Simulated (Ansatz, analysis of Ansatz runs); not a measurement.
## Migration barrier of interstitial H in bcc Mo, hop from a tetrahedral to the next tetrahedral site (PBE)

Aim: the migration barrier of interstitial H in bcc Mo, hop from a tetrahedral to the next tetrahedral site, to be set beside the measurement. Set-up: PBE, 32-site cell, PBE lattice, 420 eV, k: 4x4x4 Gamma-centred, with the key ISMEAR. The model is a cell of 32 host atoms with 1 H put in. The barrier is the energy of the highest image of a climbing band over the relaxed site that the atom leaves.

**The experiment.** Migration barrier: 0.185 eV, by permeation and degassing (T > 250 K); average of cited values (quoted in “Explainable Machine Learning for Hydrogen Diffusion in Metals and Random Binary Alloys”, 2023, G. M. Lu et al., quoting earlier work (1983)). Migration barrier: 0.17 eV, by diffusion activation energy, described as experimental in the text (technique not stated; cited ref. is a first-principles paper, so the value may be second-hand) (quoted in “Ab-initio study of the transition pathways for single and double interstitial solute (H, N, O, H-H, N-N, and O-O) within bcc refractory metals (Mo and Nb)”, 2024, H. E. Quarshie et al., quoting earlier work (2017)).

Method: plane-wave PAW DFT, PBE; relaxation of all atoms of a defect supercell, in Ansatz 0.2.0.

### 1. The starting structure

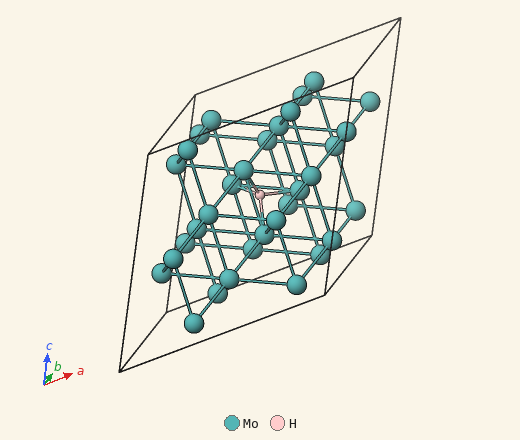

The starting structure, seen slightly off an axis (molybdenum teal, hydrogen pink).

The cell holds 33 atoms: 32 Mo and 1 H. Its edges and angles: a = 8.941 Å, b = 8.941 Å, c = 8.941 Å, α = 60.0°, β = 60.0°, γ = 60.0°. It derives from Mo (space group Im-3m). Nearest the centre at fractional (0.312, 0.438, 0.562): H33 at 0.00 Å, Mo4 at 1.77 Å, Mo14 at 1.77 Å, Mo7 at 1.77 Å, Mo29 at 1.77 Å, Mo22 at 2.85 Å, Mo8 at 2.85 Å, Mo11 at 2.85 Å.

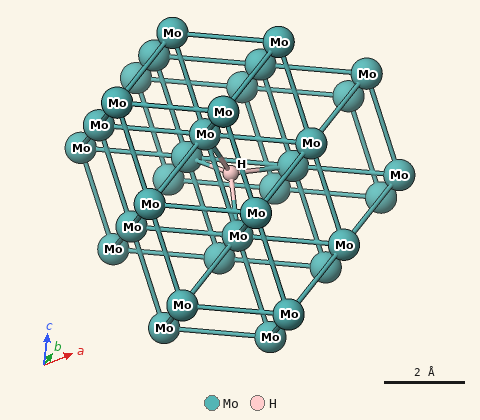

The atoms within 5 Å of the centre.

The host's primitive cell comes from a first run (plane-wave PAW DFT, PBE; relaxation of the host's cell and atoms): vectors of 2.738, 2.738 and 2.738 Å. That is 15.79 Å³ an atom, 1.4 % over the diffraction cell's volume. The supercell is built on it.

### 2. Relaxation, charge 0

A barrier counts from a true minimum, so both ends of the jump are relaxed first.

Contents of start/input.yaml:

```yaml
relax:
  f_tol: 0.02
  max_steps: 80
  escape_saddle: false
crystal:
  lattice:
    - [0.0, 6.32231142, 6.32231142]
    - [6.32231142, 0.0, 6.32231142]
    - [6.32231142, 6.32231142, 0.0]
  atoms:
    - { symbol: Mo, position: [0.0, 0.0, 0.0] }
    - { symbol: Mo, position: [0.125, 0.125, 0.125] }
    - { symbol: Mo, position: [0.25, 0.25, 0.25] }
    - { symbol: Mo, position: [0.375, 0.375, 0.375] }
    - { symbol: Mo, position: [0.0, 0.0, 0.5] }
    - { symbol: Mo, position: [0.125, 0.125, 0.625] }
    - { symbol: Mo, position: [0.25, 0.25, 0.75] }
    - { symbol: Mo, position: [0.375, 0.375, 0.875] }
    - { symbol: Mo, position: [0.0, 0.5, 0.0] }
    - { symbol: Mo, position: [0.125, 0.625, 0.125] }
    - { symbol: Mo, position: [0.25, 0.75, 0.25] }
    - { symbol: Mo, position: [0.375, 0.875, 0.375] }
    - { symbol: Mo, position: [0.0, 0.5, 0.5] }
    - { symbol: Mo, position: [0.125, 0.625, 0.625] }
    - { symbol: Mo, position: [0.25, 0.75, 0.75] }
    - { symbol: Mo, position: [0.375, 0.875, 0.875] }
    - { symbol: Mo, position: [0.5, 0.0, 0.0] }
    - { symbol: Mo, position: [0.625, 0.125, 0.125] }
    - { symbol: Mo, position: [0.75, 0.25, 0.25] }
    - { symbol: Mo, position: [0.875, 0.375, 0.375] }
    - { symbol: Mo, position: [0.5, 0.0, 0.5] }
    - { symbol: Mo, position: [0.625, 0.125, 0.625] }
    - { symbol: Mo, position: [0.75, 0.25, 0.75] }
    - { symbol: Mo, position: [0.875, 0.375, 0.875] }
    - { symbol: Mo, position: [0.5, 0.5, 0.0] }
    - { symbol: Mo, position: [0.625, 0.625, 0.125] }
    - { symbol: Mo, position: [0.75, 0.75, 0.25] }
    - { symbol: Mo, position: [0.875, 0.875, 0.375] }
    - { symbol: Mo, position: [0.5, 0.5, 0.5] }
    - { symbol: Mo, position: [0.625, 0.625, 0.625] }
    - { symbol: Mo, position: [0.75, 0.75, 0.75] }
    - { symbol: Mo, position: [0.875, 0.875, 0.875] }
    - { symbol: H, position: [0.3125, 0.4375, 0.5625] }
basis:
  ecutwfc: 420
  xc_grid: 2
hamiltonian:
  xc: pbe
kpoints:
  mp_grid: { grid: [4, 4, 4] }
scf:
  occupations: { method: methfessel_paxton, width: 0.1 }
  max_iter: 80
  ISMEAR: 0
output:
  forces: true
checkpoint:
  write: "../start.run"
  compress: false
  write_wavefunctions: true
  write_every: 100000
```

Started as:

```bash
ansatz run input.yaml --threads 4 --pin off --max-ram 14131MiB --backend cpu --events-out ev --progress --plain --runs-dir out
```

The program printed:

```text
Error: YAML parse error: error: line 54 column 3: unknown field `ISMEAR`, expected one of max_iter, algorithm, n_extra_bands, self_checks, convergence, lower_state_search, omitted_lower_state_checks, lower_solution_reach, mixing, occupations, eigensolver, [...]
  --> <input>:54:3
   |
52 |   occupations: { method: methfessel_paxton, width: 0.1 }
53 |   max_iter: 80
54 |   ISMEAR: 0
   |   ^ unknown field `ISMEAR`, expected one of max_iter, algorithm, n_extra_bands, self_checks, convergence, lower_state_search, omitted_lower_state_checks, lower_solution_reach, mixing, occupations, eigensolver, initial_density, exx
55 | output:
56 |   forces: true
   |
```

Wall time 0.02 s (4 threads of Arm Neoverse V1, shared host); peak memory 0.022 GiB.

The input was rejected at the start.

The program's message: “Error: YAML parse error: error: line 54 column 3: unknown field `ISMEAR`, expected one of max_iter, algorithm, n_extra_bands, self_checks, convergence, lower_state_search, omitted_lower_state_checks, …”

### 3. Outcome

The migration barrier was not obtained, because the step “relaxation, charge 0” was refused by the program; the cause lies in the set-up: ISMEAR is a key of another program.

[Logs are printed without paths, hosts, clocks, repeated set-up lines and the standing remarks that a program may print on its own settings, such as how far it seeks lower states.]

[Hosts, paths, dates, database ids (printed as entryN), source tags and the programs' standing remarks are cut or masked in the printed files.]

[For some hosts the program warned that the k-mesh of the response run may be too coarse for force constants and the static dielectric constant; such warnings are not shown here.]
